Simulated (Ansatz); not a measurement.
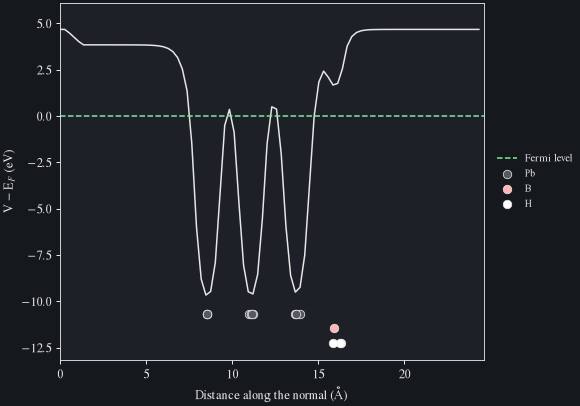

Plane-averaged electrostatic potential energy of an electron across the slab; circles at the bottom mark the heights of the atoms (positions after relaxation).

Calculation on a (100) slab cut from Pb (Fm-3m), of composition BH₃Pb₁₂ (not the bulk's), ended by Pb planes, 16 atoms in the cell.

Ansatz 0.2.0; DFT PBE+D3(BJ), scalar-relativistic, plane waves, PAW, no spin polarisation, 3×3×1 k mesh, 420 eV cutoff, Gaussian smearing of 0.1 eV.

**What is the work function?**

The work function is 4.68 eV at the right face and 3.84 eV at the left.

**How thick are slab and vacuum?**

The outermost atoms are 7.8 Å apart, which leaves 16.8 Å of vacuum in a cell 24.6 Å high.

**Do the two faces differ, and what does that say about the slab's dipole?**

The vacuum level is 0.83 eV higher at the right than at the left, so the slab carries a dipole along its normal; the ramp in the vacuum, at or near the edge of the plot, is the dipole correction that keeps each side flat. Some atoms were held fixed in the relaxation, which can itself make the faces differ.

Spin-orbit coupling is left out, which matters for Pb.
